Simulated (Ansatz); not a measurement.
**CH₄BF₂N: how energies converge with the basis set**

Aim: see how fast density functionals converge with the basis set for CH₄BF₂N.

Computed with Ansatz 0.2.0, Gaussian basis. Level: one geometry, several basis sets.

Plan: PBE0-D4/def2-SVP; ωB97M-V/def2-SVP; PBE0-D4/def2-QZVPP; ωB97M-V/def2-QZVPP; the functionals' def2-TZVPP values are taken from earlier runs.

**1. Structure used throughout**

The geometry comes from an earlier relaxation with PBE0-D4 in a triple-zeta def2 set; it is a stationary point, not always the lowest conformer.

9 atoms, charge 0, spin multiplicity 1.

Atoms are counted from 1 here; the program's logs count them from 0.

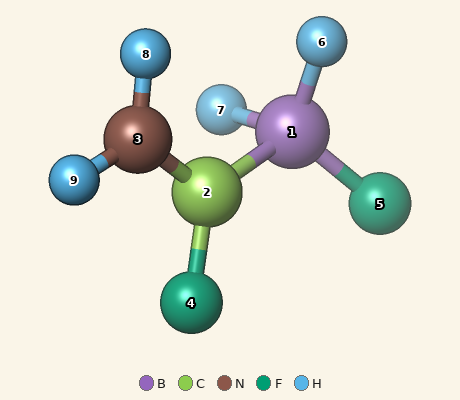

The geometry (boron purple, carbon green, nitrogen brown, fluorine teal, hydrogen blue); atoms are numbered from 1 in the order of the file.

**2. PBE0-D4 in def2-SVP**

Contents of in.yaml:

```yaml
crystal:
  periodic: [false, false, false]
  atoms:
    - {symbol: B, position_ang: [-0.009858, 1.106140, -0.450973]}
    - {symbol: C, position_ang: [0.398259, -0.379334, -0.079436]}
    - {symbol: N, position_ang: [-0.230787, -1.139273, 0.772592]}
    - {symbol: F, position_ang: [1.350986, -1.019706, -0.704481]}
    - {symbol: F, position_ang: [1.035064, 1.820133, -1.025409]}
    - {symbol: H, position_ang: [-0.517400, 1.600754, 0.545557]}
    - {symbol: H, position_ang: [-0.920647, 0.816302, -1.240434]}
    - {symbol: H, position_ang: [-0.963228, -0.720929, 1.323613]}
    - {symbol: H, position_ang: [-0.054091, -2.130289, 0.841870]}
basis:
  gaussian: {orbitals: def2-SVP}
hamiltonian: {xc: pbe0, dispersion: d4}
output: {orbitals: {seedname: orbitals}}
```

On the command line:

```sh
$ ansatz run in.yaml --threads 2 --pin off --events-out ev --progress --plain --max-ram 4352MiB
```

The runs that follow: ωB97M-V in def2-SVP; PBE0-D4 in def2-QZVPP; ωB97M-V in def2-QZVPP.

Before running them: what should the planned runs give, taken together? Wanted: PBE0-D4: double and triple zeta above quadruple; ωB97M-V: double and triple zeta above quadruple.

The runs gave:

| quantity | value |
| --- | --- |
| PBE0-D4: double and triple zeta above quadruple | 10.78, 0.46 eV |
| ωB97M-V: double and triple zeta above quadruple | 11.05, 0.43 eV |

PBE0-D4 gains 10.32 eV from double to triple zeta, then 0.46 eV more. Total energies overstate the basis error of differences, where much of it tends to cancel.
